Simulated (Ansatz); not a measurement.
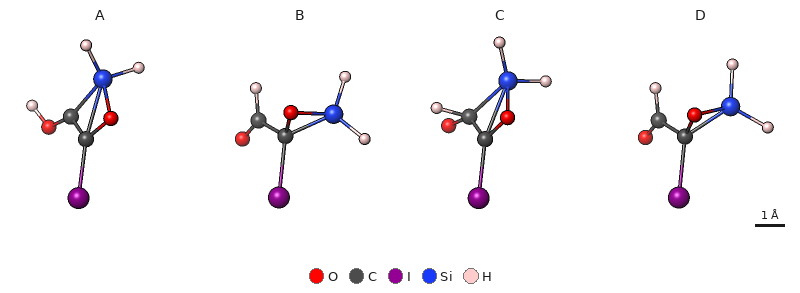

4 geometries from a converged minimum-energy path of C₂H₃IO₂Si, shuffled. The picture is a ball-and-stick view, seen at a tilt.

These are results of RKS PBE-D4/def2-SVP (Ansatz), not measurements. Settings: 7 movable images; climbing image; force threshold 0.03 eV/Å; iteration limit 60; starting path through a guess of the saddle point.

**Which frame is the transition state?**

C. In order along the path, whose images run from 0 to 8: B (image 0, 0.00 eV), D (image 1, +0.20 eV), C (image 4, +2.21 eV), A (image 8, −0.03 eV). Breaking: C–H (1.13 → 1.90 Å). Forming: C–Si (2.94 → 1.88 Å), H–O (2.06 → 0.97 Å).

Cost: 5.7 min on 2 threads of Intel(R) Xeon(R) Platinum 8259CL CPU @ 2.50GHz (Skylake/Cascade Lake), on a shared host, peak memory 0.19 GiB.
